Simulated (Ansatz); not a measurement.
Input

```
crystal:
  periodic: [false, false, false]
  atoms:
    - { symbol: O, position_ang: [-1.7503, -0.697, 1.378] }
    - { symbol: C, position_ang: [-1.7912, -0.1616, 0.2501] }
    - { symbol: Si, position_ang: [-0.3247, 0.7364, -0.3616] }
    - { symbol: B, position_ang: [1.2926, -0.4717, -0.3987] }
    - { symbol: O, position_ang: [1.6678, -1.1468, 0.8117] }
    - { symbol: H, position_ang: [-2.6589, -0.2291, -0.39] }
    - { symbol: H, position_ang: [0.0344, 1.8551, 0.563] }
    - { symbol: H, position_ang: [-0.5028, 1.2702, -1.7075] }
    - { symbol: H, position_ang: [1.7717, -0.6833, -1.3757] }
    - { symbol: H, position_ang: [2.26395, -0.05314, 0.10149] }
basis:
  gaussian: { orbitals: cc-pVDZ }
hamiltonian:
  xc: b3lyp
  dispersion: d4
relax:
  f_tol: 0.02
  max_steps: 50
output:
  orbitals: {}
```

Run with:

```sh
ansatz run input.yaml --threads 2 --pin off --max-ram 3072MiB --backend cpu --events-out ev --progress --plain --runs-dir out
```

The fields are those of the relaxed geometry.

Method: RKS B3LYP-D4/cc-pVDZ (Ansatz 0.2.0).

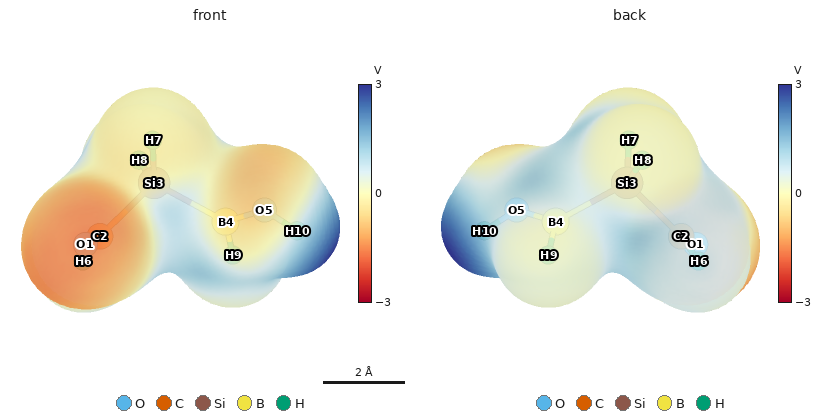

CH₅BO₂Si. The molecular electrostatic potential painted on the density surface at 0.002 e/bohr³, seen from the front and from behind; the colour scale runs from red (negative) to blue (positive).

> Describe the electrostatic potential map.

The most negative region (about −1.6 V) lies over O1, the most positive (about +2.9 V) over H10. O1 is the likeliest acceptor of a hydrogen bond.
